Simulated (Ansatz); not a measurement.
SiMo3 (Pm-3n): the Drude term of Re ε in the infrared

Re ε of SiMo3 (Pm-3n) at low photon energies is read from one computed spectrum; the carriers' damping was typed as γ = 0.05 eV.

Cell: a, b, c = 4.889, 4.889, 4.889 Å (primitive vectors), 8 atoms.

Method: Ansatz 0.2.0, PBE, independent particles, k-mesh 6×6×6 with interpolation inside its cells, Gaussian parameter 0.1 eV.

Launch of the response step: `ansatz run input.yaml --threads 4 --pin off --max-ram 8192MiB --backend cpu --events-out ev --progress --plain --runs-dir out`. The run took 2.5 min, on 4 threads of Intel(R) Xeon(R) Processor @ 2.50GHz (Skylake/Cascade Lake), on a shared host.

| photon energy E (eV) | wavelength (µm) | Re ε |
| --- | --- | --- |
| 0.25 | 4.96 | -411.9 |
| 0.30 | 4.13 | -276.7 |
| 0.35 | 3.54 | -196.5 |
| 0.40 | 3.10 | -150.3 |
| 0.50 | 2.48 | -108.4 |
| 0.60 | 2.07 | -79.0 |
| 0.70 | 1.77 | ? |

A Drude term over a constant background gives Re ε = ε_b − ωp²/(E² + γ²), linear in 1/(E² + γ²).

Working, on the rows shown:

| x = 1/(E² + γ²) (eV⁻²) | y = Re ε |
| --- | --- |
| 15.3846 | -411.9 |
| 10.8108 | -276.7 |
| 8 | -196.5 |
| 6.15385 | -150.3 |
| 3.9604 | -108.4 |
| 2.75862 | -79 |

Means: x̄ = 7.8447, ȳ = -203.8. Σ(x − x̄)(y − ȳ) = -2880, Σ(x − x̄)² = 109.5. Slope = -2880 / 109.5 = -26.3; intercept = ȳ − slope · x̄ = 2.5449. The line misses the rows shown by at most 11.

Problem. Fill in the last column of the withheld row.

Solution. At x = 2.0305 the line gives y = -50.864. The run gave -54.0, so the extrapolation is off by 3.1, 0.9 % of the range in the table.

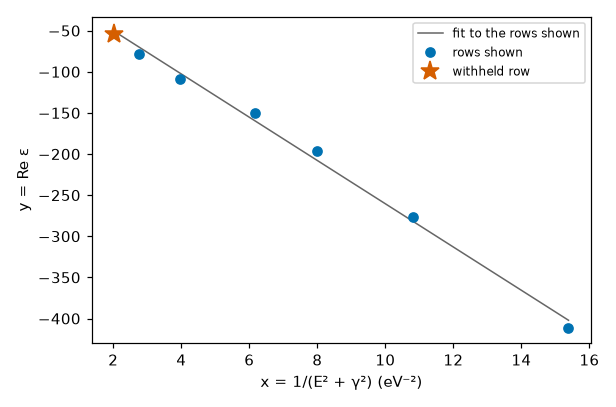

Refitted with all rows, the slope is -26.19 and the intercept 1.305. These give ωp = √(−slope) = 5.12 eV, against 5.70 eV from the program's Fermi-surface sum, and an intercept of 1.3. Taking the program's Drude term off the rows leaves 88 at the lowest energy and 12 at the highest, so the background isn't constant: interband transitions lie in or near the window, and neither fitted number can be trusted. The values come from a sum over the points of one k-mesh and carry its error, which is largest for Fermi-surface quantities. Spin-orbit coupling is left out.
